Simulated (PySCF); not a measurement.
C2H7Cl3Si2, SMILES [Si]([SiH2]CC)(Cl)(Cl)Cl at its GFN2-xTB optimised geometry (Å):

```
14

C      2.0384    -0.4602     1.1833
C      1.4405    -1.2177     0.0000
Si    -0.4648    -1.2177     0.0000
Si    -1.2486     0.9779     0.0000
Cl    -0.0911     2.2457    -1.0969
Cl    -1.3513     1.7875     1.8654
Cl    -3.1256     1.1124    -0.7764
H      3.1256    -0.5015     1.1556
H      1.7398     0.5856     1.1641
H      1.7071    -0.8911     2.1251
H      1.8059    -2.2457     0.0139
H      1.8096    -0.7737    -0.9267
H     -0.9580    -1.9235     1.1907
H     -0.9470    -1.9376    -1.1856
```

Method: B3LYP/def2-TZVP run with PySCF. Cells within 0.4 Å of a nucleus heavier than hydrogen are left out (blank, or x).

Map of the log10 of the electron density (e/bohr³), floored at −4 on the plane z = 0.0 Å:

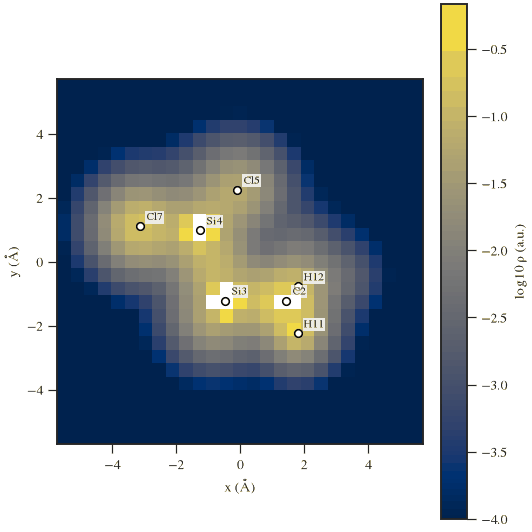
Figure. Log10 of the electron density (e/bohr³), floored at −4 on the plane z = 0.0 Å.
